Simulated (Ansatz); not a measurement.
Partial pair distribution functions of a relaxed model of amorphous Si$_{24}$O$_{48}$Ru, broadened by 0.06 Å; density 2.33 g/cm³. Method: PBE, scalar-relativistic without spin-orbit coupling (plane waves to 420 eV, PAW; Ansatz, an electronic-structure program).

It comes from a melt-quench run on a machine-learned potential (CHGNet), relaxed afterwards by DFT. O atoms were pushed apart under 1.9 Å during the dynamics, to hinder bonds among them. The hot cell started wider than the set density and was brought back towards it in steps. It is the lowest in DFT energy of 2 quenches. It is a model cell: composition and starting density were chosen by hand, and all elements were melted together. No dispersion term was used. Its density started from a set value of 2.33 and ended at 2.33 g/cm³. The simulated quench (nominally 320 K/ps over its main leg) is rapid and tends to freeze in more defects than a deposited or slowly cooled glass has. A cell of this size samples the disorder only roughly. The volume was held where the preparation left it, at a PBE pressure of 0.7 GPa. Stress components on the final sampling reach 1.8 GPa. Cycles of charging lowered its energy after that relaxation.

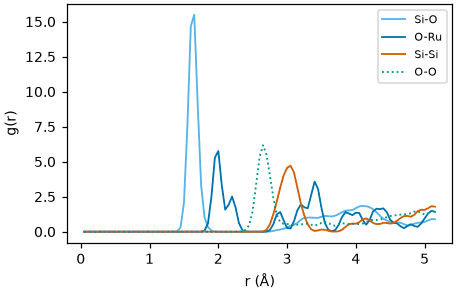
Figure: Partial pair distribution functions

Highest peaks under 4.5 Å: Si-O near 1.65 Å, O-Ru near 2.00 Å, Si-Si near 3.05 Å, O-O near 2.65 Å; pairs of few atoms are noisy.

Within 1.96 Å each Si has 3.96 O neighbours on average.
